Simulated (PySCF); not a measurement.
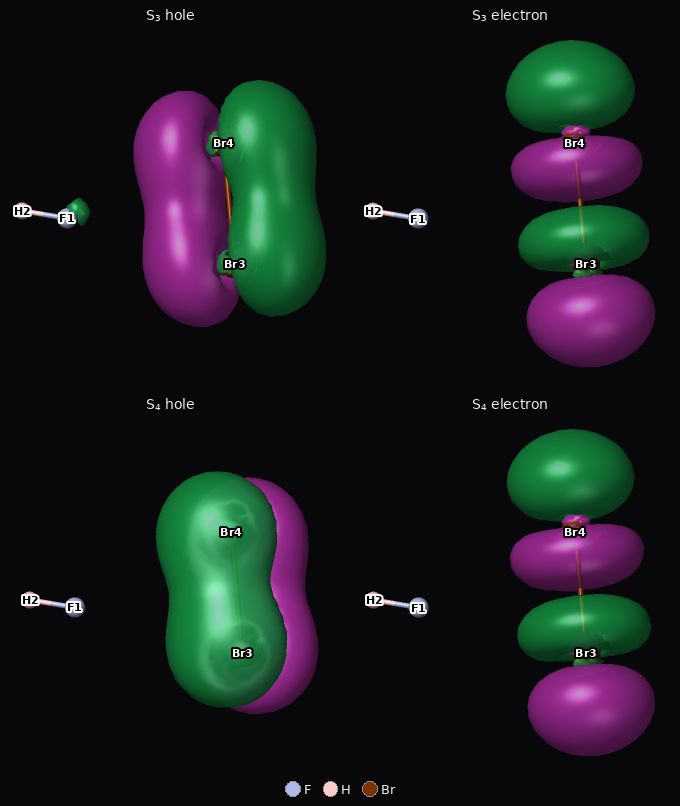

Br2FH, SMILES `F.BrBr`. Leading natural transition orbitals (TDA singlet states).

Method: CAM-B3LYP/def2-SVP; geometry: GFN2-xTB; program: PySCF. The pair's geometry is semi-empirical, so its contact may be too short or too long. GFN2-xTB bond lengths at metals and heavier atoms can be off by up to 0.1 Å and shapes distorted, which carries into these values. Without diffuse functions Rydberg states are missing, so the states' numbers hold for this basis only.

Input script:

```python
import numpy as np
from pyscf import gto, scf, dft, tdscf
from pyscf.scf import atom_ks, atom_hf
from scipy.linalg import block_diag

def solve(mol, dm0=None, hcore=None):
    mf = (dft.UKS if mol.spin else dft.RKS)(mol, xc='camb3lyp')
    mf.grids.level = 3
    mf = mf.density_fit(auxbasis='def2-universal-jkfit')
    mf.conv_tol, mf.max_cycle = 1e-8, 80
    if hcore is not None:
        mf.get_hcore = lambda *args: hcore
    mf.kernel(dm0)
    if not mf.converged:
        mf = mf.newton().run(mf.mo_coeff, mf.mo_occ, max_cycle=30)
    assert mf.converged, 'SCF not converged'
    return mf

mol = gto.M(atom='''
F     -2.56120    -1.20340     0.00374
H     -3.47401    -1.39064    -0.02640
Br     0.90743    -0.83098    -0.00018
Br    -0.14958     1.18016    -0.00003
''', basis='def2-svp', charge=0, spin=0, verbose=4)
mf = solve(mol)
td = mf.TDA()
td.nstates, td.singlet, td.conv_tol = 5, True, 1e-5
td.kernel()
td.analyze()
x, y = np.array([p[0] for p in td.xy]), np.array([p[1] + 0 * p[0] for p in td.xy])
f, mu = td.oscillator_strength(), td.transition_dipole()
nto = [td.get_nto(state=i + 1, verbose=4) for i in range(len(td.e))]
# spherically averaged free atoms, for the promolecule
atm = atom_ks.get_atm_nrks(mol, xc='camb3lyp')
pro = block_diag(*[(atm[a[0]][2] * atm[a[0]][3]) @ atm[a[0]][2].T for a in mol._atom])
np.savez('result.npz', e=td.e, f=f, ok=td.converged, w=[n[0] for n in nto], nto=[n[1] for n in nto], x=x, y=y, c=mf.mo_coeff, occ=mf.mo_occ, eps=mf.mo_energy, pro=pro, mu=mu)
```

Run with:

```sh
OMP_NUM_THREADS=1 python input.py
```

The run took 62 s on 1 thread of Arm Neoverse V2, with other jobs on the host, peak memory 0.46 GiB.

Describe these excited states.

By state:
- S₃: 5.23 eV (237 nm), f = 0.000 (dark); the leading pair carries 100 %; hole on Br3 (50 %) and Br4 (49 %), electron on Br3 and Br4 (50 % each); their centroids lie 0.0 Å apart; S₄ lies within 0.1 eV of it.
- S₄: 5.30 eV (234 nm), f = 0.000 (dark); the leading pair carries 100 %; hole on Br3 and Br4 (50 % each), electron on Br3 and Br4 (50 % each); their centroids lie 0.0 Å apart; S₃ lies within 0.1 eV of it.
